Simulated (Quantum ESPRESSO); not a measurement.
# Zr2CO2 MXene, 1 layer: a series in the share of short-range exact exchange, part 2 of 3

Wanted: a table for Zr2CO2 MXene, 1 layer against the share of short-range exact exchange, and what can be fitted to it.

Quantum ESPRESSO 7.5; plane-wave DFT, PBE, SG15 norm-conserving pseudopotentials.

So far. Step 2 (Relaxing cell and ions of the reference):  The last row is no step: it is a fresh SCF in the final cell with a new plane-wave basis, -1 meV from the row before.

### 3. Ground state, 0

The self-consistent run of this member.

Level of this step: plane-wave DFT, PBE, SG15 norm-conserving pseudopotentials (Quantum ESPRESSO 7.5).

m0.scf.in reads:

```
&control
  prefix = 'm0.scf'
  outdir = './out'
  pseudo_dir = './pseudo'
  calculation = 'scf'
  tprnfor = .true.
/
&system
  ibrav = 0
  nat = 5
  ntyp = 3
  ecutwfc = 60
  ecutrho = 240
  occupations = 'fixed'
  nbnd = 23
/
&electrons
  conv_thr = 1e-08
  mixing_beta = 0.6
  electron_maxstep = 120
/
ATOMIC_SPECIES
  O   15.9990  O_ONCV_PBE-1.2.upf
  Zr  91.2240  Zr_ONCV_PBE-1.2.upf
  C   12.0110  C_ONCV_PBE-1.2.upf
CELL_PARAMETERS angstrom
  3.30654360800000 0.00000000000000 0.00000000000000
  -1.65327180400000 2.86355076300000 0.00000000000000
  0.00000000000000 0.00000000000000 19.95294679600000
ATOMIC_POSITIONS crystal
  O   0.333333333300 0.666666666700 0.383831541100
  Zr  0.666666666700 0.333333333300 0.429929457200
  C   0.000000000000 0.000000000000 0.500000000000
  Zr  0.333333333300 0.666666666700 0.570070542800
  O   0.666666666700 0.333333333300 0.616168458900
K_POINTS automatic
  9 9 1 0 0 0
```

Run with:

```console
$ OMP_NUM_THREADS=1 mpirun -n 4 pw.x -nk 4 -in m0.scf.in > m0.scf.out
```

Log:

```text
[banner, memory and clock lines left out]
Program PWSCF v.7.5 starts
[citation notice left out]

[...]
Message from routine setup:
[...]
bravais-lattice index     =            0
     lattice parameter (alat)  =       6.2485  a.u.
     unit-cell volume          =    1274.9196 (a.u.)^3
     number of atoms/cell      =            5
     number of atomic types    =            3
     number of electrons       =        40.00
     number of Kohn-Sham states=           23
     kinetic-energy cutoff     =      60.0000  Ry
     charge density cutoff     =     240.0000  Ry
     scf convergence threshold =      1.0E-08
     mixing beta               =       0.6000
     number of iterations used =            8  plain     mixing
     Exchange-correlation= PBE
                           (   1   4   3   4   0   0   0)

[...]
PseudoPot. # 1 for O  read from file:
     ./pseudo/O_ONCV_PBE-1.2.upf
     Pseudo is Norm-conserving, Zval =  6.0
     Generated using ONCVPSP code by D. R. Hamann
     Using radial grid of  602 points,  4 beta functions with:
                l(1) =   0
                l(2) =   0
                l(3) =   1
                l(4) =   1

     PseudoPot. # 2 for Zr read from file:
     ./pseudo/Zr_ONCV_PBE-1.2.upf
     Pseudo is Norm-conserving, Zval = 12.0
     Generated using ONCVPSP code by D. R. Hamann
     Using radial grid of  602 points,  6 beta functions with:
                l(1) =   0
                l(2) =   0
                l(3) =   1
                l(4) =   1
                l(5) =   2
                l(6) =   2

     PseudoPot. # 3 for C  read from file:
     ./pseudo/C_ONCV_PBE-1.2.upf
     Pseudo is Norm-conserving, Zval =  4.0
     Generated using ONCVPSP code by D. R. Hamann
     Using radial grid of  602 points,  4 beta functions with:
                l(1) =   0
                l(2) =   0
                l(3) =   1
                l(4) =   1

     atomic species   valence    mass     pseudopotential
     O                 6.00    15.99900     O ( 1.00)
     Zr               12.00    91.22400     Zr( 1.00)
     C                 4.00    12.01100     C ( 1.00)

     12 Sym. Ops., with inversion, found

[...]
number of k points=    12
[...]
Dense  grid:    80189 G-vectors     FFT dimensions: (  32,  32, 192)

     Initial potential from superposition of free atoms

     starting charge      39.6858, renormalised to      40.0000

     negative rho (up, down):  6.899E-04 0.000E+00
     Starting wfcs are random

     per-process dynamical memory:    69.9 Mb

     Self-consistent Calculation

     iteration #  1     ecut=    60.00 Ry     beta= 0.60
     Davidson diagonalization with overlap
     ethr =  1.00E-02,  avg # of iterations = 11.8

     negative rho (up, down):  5.376E-05 0.000E+00

     total energy              =    -264.87473837 Ry
     estimated scf accuracy    <       1.55735273 Ry

     iteration #  2     ecut=    60.00 Ry     beta= 0.60
[...]
negative rho (up, down):  1.321E-05 0.000E+00

[...]
total energy              =    -265.24191290 Ry
     estimated scf accuracy    <       1.60751453 Ry

     iteration #  3     ecut=    60.00 Ry     beta= 0.60
[...]
negative rho (up, down):  1.043E-06 0.000E+00

[...]
total energy              =    -265.51647900 Ry
     estimated scf accuracy    <       0.02750570 Ry

     iteration #  4     ecut=    60.00 Ry     beta= 0.60
[...]
total energy              =    -265.54287139 Ry
     estimated scf accuracy    <       0.03746516 Ry

     iteration #  5     ecut=    60.00 Ry     beta= 0.60
[...]
total energy              =    -265.54287973 Ry
     estimated scf accuracy    <       0.00796001 Ry

     iteration #  6     ecut=    60.00 Ry     beta= 0.60
[...]
total energy              =    -265.54543581 Ry
     estimated scf accuracy    <       0.00062298 Ry

[...]
iteration # 11     ecut=    60.00 Ry     beta= 0.60
[...]
total energy              =    -265.54545683 Ry
     estimated scf accuracy    <       0.00000042 Ry

     iteration # 12     ecut=    60.00 Ry     beta= 0.60
[...]
total energy              =    -265.54545689 Ry
     estimated scf accuracy    <       0.00000016 Ry

     iteration # 13     ecut=    60.00 Ry     beta= 0.60
[...]
total energy              =    -265.54545692 Ry
     estimated scf accuracy    <       0.00000001 Ry

     iteration # 14     ecut=    60.00 Ry     beta= 0.60
[...]
End of self-consistent calculation

          k = 0.0000 0.0000 0.0000 ( 10083 PWs)   bands (ev):

   -48.0895 -48.0509 -26.4638 -26.1275 -25.8540 -25.8540 -25.8246 -25.8246
   -17.4473 -17.3660  -8.8973  -4.4514  -4.1963  -4.1963  -3.8788  -3.8788
    -3.4098  -0.4482   0.7305   0.7305   2.5562   2.5562   2.9938

          k = 0.0000 0.1283 0.0000 ( 10041 PWs)   bands (ev):

   -48.0794 -48.0428 -26.4327 -26.1525 -25.9416 -25.9206 -25.8776 -25.8394
   -17.3718 -17.3099  -8.9053  -4.4151  -4.1270  -4.0791  -3.9251  -3.7930
    -3.2314  -0.2806  -0.1038   0.3252   2.4616   3.0622   3.2230

[...]
highest occupied, lowest unoccupied level (ev):     0.7305    1.7096

!    total energy              =    -265.54545692 Ry
     estimated scf accuracy    <          5.6E-09 Ry

     The total energy is the sum of the following terms:
     one-electron contribution =   -1877.27045541 Ry
     hartree contribution      =     941.92909680 Ry
     xc contribution           =     -41.27864825 Ry
     ewald contribution        =     711.07454993 Ry

     convergence has been achieved in  14 iterations

     Forces acting on atoms (cartesian axes, Ry/au):

     atom    1 type  1   force =     0.00000000    0.00000000    0.00013342
     atom    2 type  2   force =    -0.00000000   -0.00000000   -0.00086365
     atom    3 type  3   force =     0.00000000    0.00000000    0.00000000
     atom    4 type  2   force =     0.00000000   -0.00000000    0.00086365
     atom    5 type  1   force =     0.00000000    0.00000000   -0.00013342

     Total force =     0.001236     Total SCF correction =     0.000088

[...]
```

Wall time 29 s (4 MPI ranks of Intel Xeon Platinum 8259CL at 2.50GHz (Skylake/Cascade Lake), shared host); peak memory 0.49 GiB; 1.9 min of CPU time.

This step gave:

```
free energy                          : -3612.9300 eV
valence top, on the run's zero       : 0.7305 eV
conduction bottom, on the run's zero : 1.710 eV
gap by band count                    : 0.9791 eV
```

### 4. Potential by pp.x, 0

plot_num = 11 writes the bare and Hartree potential, from which vacuum levels or, in a crystal, the mean potential are read.

m0.pot.in reads:

```
&inputpp
  prefix = 'm0.scf'
  outdir = './out'
  filplot = 'm0.pot.dat'
  plot_num = 11
/
```

Run with:

```console
$ OMP_NUM_THREADS=1 mpirun -n 4 pp.x -in m0.pot.in > m0.pot.out
```

Log:

```text
[banner, memory and clock lines left out]
Program POST-PROC v.7.5 starts

          URL

     ./out/m0.scf.save/

     IMPORTANT: XC functional enforced from input :
     Exchange-correlation= PBE
                           (   1   4   3   4   0   0   0)
     Any further DFT definition will be discarded
     Please, verify this is what you really want

     Calling punch_plot, plot_num =  11
     Writing data to file  m0.pot.dat
     Message from routine chdens:
     namelist plot not found or invalid, exiting
```

Wall time 1.4 s (4 MPI ranks); peak memory 0.09 GiB; 5 s of CPU time.

Numbers from this step:

| Quantity | Value |
| --- | --- |
| potential in the middle of the vacuum, over the valence top | 5.354 eV |

Electrostatic potential energy of an electron; zero at the highest filled level of the SCF mesh. Potential energy, planar mean against z:

```csv
z (Å),"potential energy, planar mean (eV)"
0,5.35
2,5.35
4,5.35
6,5.27
8,-13.4
10,-8.25
12,-13.0
14,5.28
16,5.35
18,5.35
```

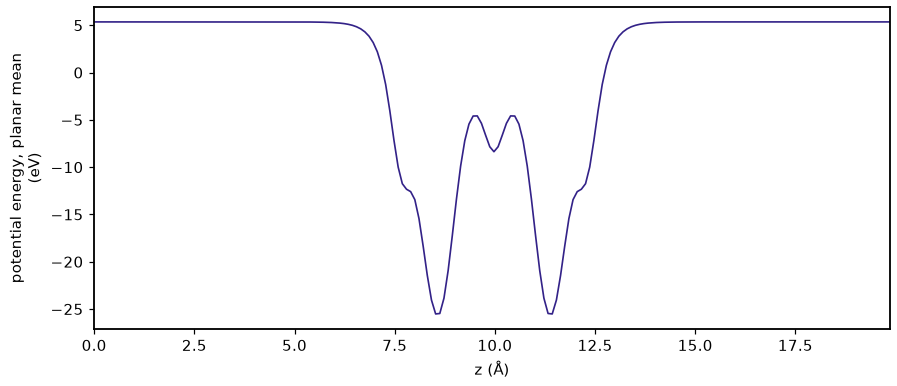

Potential energy, planar mean against z.

### 5. Ground state, 0.1

Level of this step: plane-wave DFT, screened hybrid with 0.1 exact exchange, SG15 norm-conserving pseudopotentials (Quantum ESPRESSO 7.5). input_dft overrides the functional of the files.

m1.scf.in, as its differences from the input of step 3:

```diff
@@ -1,3 +1,3 @@
 &control
-  prefix = 'm0.scf'
+  prefix = 'm1.scf'
   outdir = './out'
@@ -15,2 +15,8 @@
   nbnd = 23
+  input_dft = 'hse'
+  exx_fraction = 0.1
+  nqx1 = 3
+  nqx2 = 3
+  nqx3 = 1
+  ecutfock = 60
 /
```

Run with:

```console
$ OMP_NUM_THREADS=1 mpirun -n 4 pw.x -nk 4 -in m1.scf.in > m1.scf.out
```

Log:

```text
[banner, memory and clock lines left out]
Program PWSCF v.7.5 starts
[...]
Message from routine setup:
[...]
number of electrons       =        40.00
     number of Kohn-Sham states=           23
     kinetic-energy cutoff     =      60.0000  Ry
     charge density cutoff     =     240.0000  Ry
[...]
number of k points=    12
[...]
Dense  grid:    80189 G-vectors     FFT dimensions: (  32,  32, 192)
[...]
negative rho (up, down):  6.899E-04 0.000E+00
     Starting wfcs are random
[...]
negative rho (up, down):  5.376E-05 0.000E+00
[...]
estimated scf accuracy    <       1.55735273 Ry
[...]
negative rho (up, down):  1.321E-05 0.000E+00
[...]
estimated scf accuracy    <       1.60751453 Ry
[...]
negative rho (up, down):  1.043E-06 0.000E+00
[...]
estimated scf accuracy    <       0.02750570 Ry
[...]
estimated scf accuracy    <       0.03746516 Ry
[...]
estimated scf accuracy    <       0.00796001 Ry
[...]
estimated scf accuracy    <       0.00062298 Ry
[...]
estimated scf accuracy    <       0.00054577 Ry
[...]
estimated scf accuracy    <       0.00003475 Ry
[...]
estimated scf accuracy    <       0.00002889 Ry
[...]
estimated scf accuracy    <       0.00000651 Ry
[...]
estimated scf accuracy    <       0.00000042 Ry
[...]
estimated scf accuracy    <       0.00000016 Ry
[...]
estimated scf accuracy    <       0.00000001 Ry
[...]
highest occupied, lowest unoccupied level (ev):     0.7305    1.7096
!    total energy              =    -265.54545692 Ry
     estimated scf accuracy    <          5.6E-09 Ry
     convergence has been achieved in  14 iterations
[...]
estimated scf accuracy    <       0.00289680 Ry
[...]
estimated scf accuracy    <       0.00324823 Ry
[...]
estimated scf accuracy    <       0.00015658 Ry
[...]
estimated scf accuracy    <       0.00002133 Ry
[...]
estimated scf accuracy    <       0.00000337 Ry
[...]
estimated scf accuracy    <       0.00000050 Ry
[...]
estimated scf accuracy    <       0.00000007 Ry
[...]
estimated scf accuracy    <       0.00000002 Ry
[...]
highest occupied, lowest unoccupied level (ev):     0.5033    1.8110
!    total energy              =    -265.51659439 Ry
     estimated scf accuracy    <          2.5E-10 Ry
     convergence has been achieved in   9 iterations
[...]
estimated scf accuracy    <       0.00001475 Ry
[...]
estimated scf accuracy    <       0.00001243 Ry
[...]
estimated scf accuracy    <       0.00000031 Ry
[...]
estimated scf accuracy    <       0.00000049 Ry
[...]
estimated scf accuracy    <       0.00000019 Ry
[...]
estimated scf accuracy    <       0.00000002 Ry
[...]
highest occupied, lowest unoccupied level (ev):     0.5019    1.8127
!    total energy              =    -265.51674137 Ry
     estimated scf accuracy    <          8.1E-10 Ry
     convergence has been achieved in   7 iterations
[...]
estimated scf accuracy    <       0.00000015 Ry
[...]
estimated scf accuracy    <       0.00000018 Ry
[...]
highest occupied, lowest unoccupied level (ev):     0.5015    1.8127
!    total energy              =    -265.51674260 Ry
     estimated scf accuracy    <          7.6E-09 Ry
     convergence has been achieved in   3 iterations
[...]
estimated scf accuracy    <       0.00000005 Ry
[...]
estimated scf accuracy    <       0.00000012 Ry
[...]
highest occupied, lowest unoccupied level (ev):     0.5018    1.8129
!    total energy              =    -265.51674262 Ry
     estimated scf accuracy    <          3.3E-10 Ry
     convergence has been achieved in   3 iterations
[...]
!!   total energy              =    -265.51674262 Ry
[...]
Total force =     0.010509     Total SCF correction =     0.000053
[...]
```

Elapsed: 2.8 min, on 4 MPI ranks; peak memory 4.1 GiB.

Read from the output:

* free energy: -3612.5393 eV
* valence top, on the run's zero: 0.5018 eV
* conduction bottom, on the run's zero: 1.813 eV
* gap by band count: 1.311 eV

[end of part 2 of 3]

[Logs are printed without paths, hosts, clocks, repeated set-up lines and the standing remarks that a program may print on its own settings, such as how far it seeks lower states.]

[Hosts, paths, dates, database ids (printed as entryN), source tags and the programs' standing remarks are cut or masked in the printed files.]

[Maps of the electrostatic potential energy from Ansatz leave out the sawtooth potential of an applied field or a dipole correction, so their vacuum need not be flat; planar profiles and work functions include it.]
